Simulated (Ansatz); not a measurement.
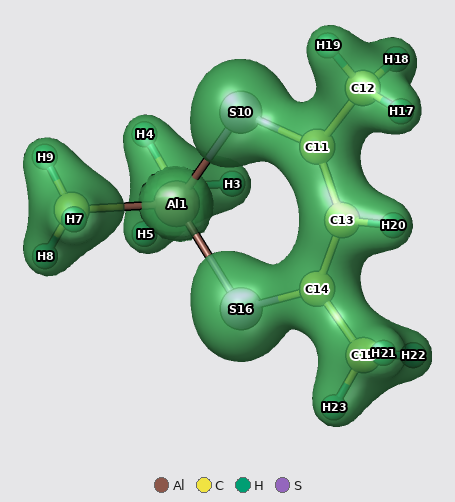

Figure 1: C7H13AlS2 (charge +1, doublet). Isosurface of the electron density at 0.6 e/Å³ (green), seen at a tilt.

Geometry: PBE-D4/def2-SVP.

These are results of UKS PBE0-D4/def2-TZVP in Ansatz 0.2.0, not measurements.

```tsv
atom	x (Å)	y (Å)	z (Å)
Al	1.6521	-0.1180	0.5786
C	2.1369	-0.6738	2.4678
H	1.1910	-0.8739	3.0057
H	2.7009	0.1685	2.9132
H	2.7676	-1.5797	2.3800
C	3.3586	0.2520	-0.4401
H	3.0727	0.5496	-1.4670
H	3.9522	-0.6829	-0.4303
H	3.8877	1.0651	0.0940
S	0.2751	1.7113	0.5928
C	-1.2545	1.3438	-0.1011
C	-2.2122	2.5022	-0.0624
C	-1.7108	0.1338	-0.6623
C	-1.1556	-1.1517	-0.8604
C	-2.0438	-2.1835	-1.4985
S	0.4014	-1.7402	-0.4548
H	-3.0541	2.3650	-0.7663
H	-2.6356	2.5941	0.9628
H	-1.6995	3.4605	-0.2755
H	-2.7457	0.2063	-1.0380
H	-2.6303	-1.7441	-2.3303
H	-2.7780	-2.5460	-0.7442
H	-1.4761	-3.0583	-1.8635
```

**Which contacts does the surface bridge?**

At this value the surface falls into four separate pieces. It bridges the sampled C–C (1.41 Å) and C–S (1.71 Å) contacts, where the density stays above the isovalue. It is pinched off along the sampled C–Al (2.02 Å) and Al–S (2.29 Å) contacts. On the grid the lowest density along these lines, outside the cores, is 2.1 e/Å³ (C–C, 1.41 Å), 1.5 e/Å³ (C–S, 1.71 Å), 0.5 e/Å³ (C–Al, 2.02 Å) and 0.4 e/Å³ (Al–S, 2.29 Å).
